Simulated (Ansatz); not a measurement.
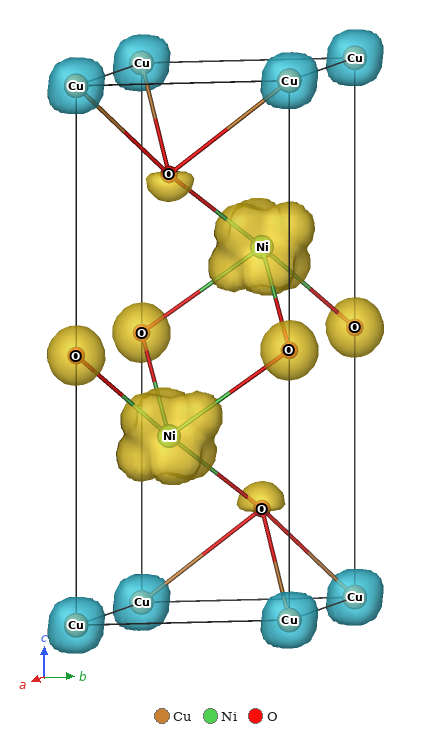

Figure. CuNi$_{2}$O$_{3}$. Isosurfaces of the spin density (up minus down) at +0.2 (yellow) and −0.2 e/Å³ (cyan), seen slightly off an axis. Sticks mark near contacts.

Space group P-3m1; a generated structure, not necessarily the stable one; changed on purpose from its base cell (volume × 0.97, shape and atoms relaxed); computed pressure about 6 GPa in this cell; the SCF solution may not be the lowest one; the program warned that another magnetic order may lie lower; spin-polarised.

Computed with DFT PBE, scalar-relativistic, plane waves, PAW in Ansatz 0.2.0.

Where is the spin, and how is it ordered?

The spin density sits on Ni: +1.3 μB (×2) in one cell of 6 atoms, with smaller moments on other sites: Cu (up to −0.18 μB) and O (up to +0.20 μB): parallel moments on the main sites in this solution. The cell of the calculation (6 atoms) carries 3.0 μB of net spin moment.
